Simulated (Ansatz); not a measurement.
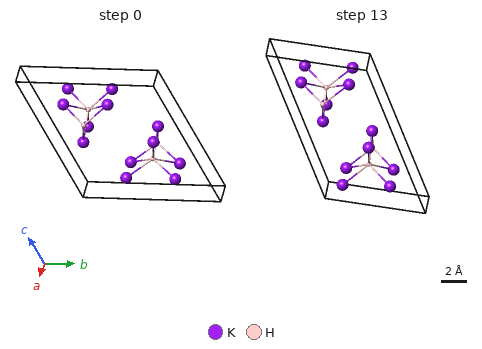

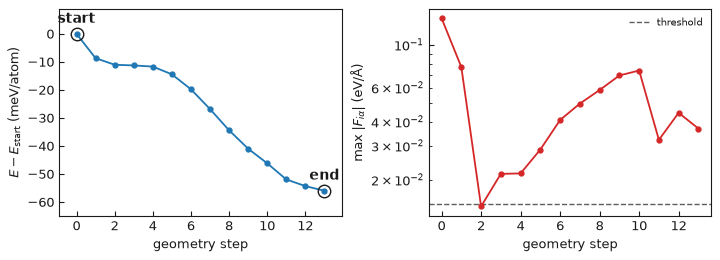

First and last geometry of a relaxation of a crystal of K₃H (built on the Ni3Sn (D0_19)_194 type) (coarse preliminary run), with the history of the run. A ball-and-stick model of the cell of the calculation, seen from a free direction.

The calculation used DFT PBE, scalar-relativistic, plane waves, PAW in Ansatz. Settings: plane-wave cutoff 420 eV; k-point mesh 6 × 3 × 3; occupations gaussian; smearing width 0.1 eV; no spin polarisation; cell and atoms relaxed; force threshold 0.015 eV/Å; at most 120 steps.

**Read the history and describe the run.**

The run was cut off at its time limit before the relaxation converged, so the last structure is only a point on the way. After 13 geometry steps the energy has fallen by 56.0 meV per atom. The largest force component goes from 0.14 to 0.037 eV/Å. The pressure goes from 0.30 to 0.05 GPa. The atom that moves furthest relative to the cell is a K atom (1.21 Å roughly along [−2 3 1]). Largest moves by element: K 1.21 Å, H 0.74 Å. The drawn cell changes as follows: a 3.751 → 3.905 Å (+4.1 %), b 11.180 → 8.232 Å (−26.4 %), c 11.228 → 13.031 Å (+16.1 %), α 119.2° → 118.1°, β 89.0° → 91.1°, γ 90.7° → 87.5°; the volume changes by −10.2 %. Among the contacts that change: H–K 2.768 → 3.077 Å, H–K 2.798 → 3.048 Å, H–K 2.917 → 3.127 Å, K–K 3.595 → 3.801 Å. The space group stays P1 (No. 1).

```json
{"step": "0", "E − E(0), meV/atom": "0.00", "largest force component, eV/Å": "0.1375", "pressure, GPa": "0.30", "volume, Å³/atom": "51.372"}
{"step": "1", "E − E(0), meV/atom": "-8.67", "largest force component, eV/Å": "0.0768", "pressure, GPa": "0.15", "volume, Å³/atom": "52.622"}
{"step": "2", "E − E(0), meV/atom": "-11.02", "largest force component, eV/Å": "0.0145", "pressure, GPa": "0.02", "volume, Å³/atom": "53.220"}
{"step": "3", "E − E(0), meV/atom": "-11.26", "largest force component, eV/Å": "0.0214", "pressure, GPa": "-0.02", "volume, Å³/atom": "53.405"}
{"step": "4", "E − E(0), meV/atom": "-11.68", "largest force component, eV/Å": "0.0216", "pressure, GPa": "-0.06", "volume, Å³/atom": "53.563"}
{"step": "5", "E − E(0), meV/atom": "-14.42", "largest force component, eV/Å": "0.0287", "pressure, GPa": "-0.13", "volume, Å³/atom": "53.715"}
{"step": "6", "E − E(0), meV/atom": "-19.76", "largest force component, eV/Å": "0.0408", "pressure, GPa": "-0.20", "volume, Å³/atom": "53.306"}
{"step": "7", "E − E(0), meV/atom": "-26.81", "largest force component, eV/Å": "0.0496", "pressure, GPa": "-0.24", "volume, Å³/atom": "52.334"}
{"step": "8", "E − E(0), meV/atom": "-34.38", "largest force component, eV/Å": "0.0583", "pressure, GPa": "-0.24", "volume, Å³/atom": "51.047"}
{"step": "9", "E − E(0), meV/atom": "-40.95", "largest force component, eV/Å": "0.0694", "pressure, GPa": "-0.22", "volume, Å³/atom": "49.644"}
{"step": "10", "E − E(0), meV/atom": "-46.15", "largest force component, eV/Å": "0.0736", "pressure, GPa": "-0.07", "volume, Å³/atom": "47.477"}
{"step": "11", "E − E(0), meV/atom": "-51.92", "largest force component, eV/Å": "0.0322", "pressure, GPa": "-0.01", "volume, Å³/atom": "46.902"}
{"step": "12", "E − E(0), meV/atom": "-54.30", "largest force component, eV/Å": "0.0444", "pressure, GPa": "0.06", "volume, Å³/atom": "46.266"}
{"step": "13", "E − E(0), meV/atom": "-55.96", "largest force component, eV/Å": "0.0368", "pressure, GPa": "0.05", "volume, Å³/atom": "46.127"}
```

Limits of the set-up: layers or molecules are held without a dispersion correction, so their spacing is unreliable.
